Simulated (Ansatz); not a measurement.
# What x(Se) = 0.333, 6 atoms, P1 does to Te

Take Te (space group P3_121, No. 152; a = 4.6235 Å, c = 5.9044 Å; made of chains) as the base.

The other end (x = 1) is Se (space group P3_121, No. 152; made of chains): 29.24 Å³/atom, gap 1.33 eV.

Perturbation: a fraction x = 0.333 of the Te sites is given to Se, ordered in a cell of 6 atoms (starting symmetry P1) and fully relaxed.

Calculations: r2SCAN/PAW in Ansatz (an electronic-structure program), spin-orbit coupling left out, earlier PAW set. k-mesh 8×5×5 (Γ-centred); smearing 0.05 eV (Fermi–Dirac), for the changed cell.

- Volume per atom = 33.68 Å³ (base 36.44 Å³)
- Density = 5.49 g/cm³ (base 5.82 g/cm³)
- Shortest interatomic distance = 2.601 Å (base 2.827 Å)
- Band gap = 0.84 eV (an upper bound: an edge found on the path is not a true extremum; the changed cell) (base 0.54 eV)
- Mixing energy = -11 meV/atom

Final structure:

```
CELL_PARAMETERS angstrom
      4.58336     0.00000     0.00000
      2.27634     6.81076     0.00000
      2.21663     2.29709     6.47294
ATOMIC_POSITIONS crystal
  Se 0.38018 0.84033 0.83123
  Te 0.93513 0.31722 0.33913
  Te 0.19777 0.54527 0.80122
  Se 0.73369 0.04860 0.27697
  Te 0.38062 0.62308 0.37429
  Te 0.87261 0.12551 0.87716
```

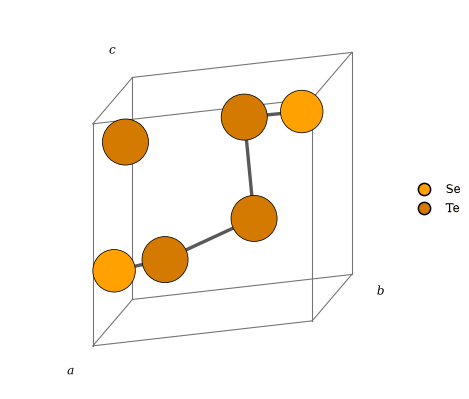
Figure: The relaxed conventional cell after the change

These are small ordered cells, not random alloys; other orderings at the same x differ. Spin-orbit coupling, missing from the scalar runs, can matter with Te. No phonon test of stability was made. No dispersion term is included, though the crystal is made of layers, chains or molecules, so its spacings can come out too wide.
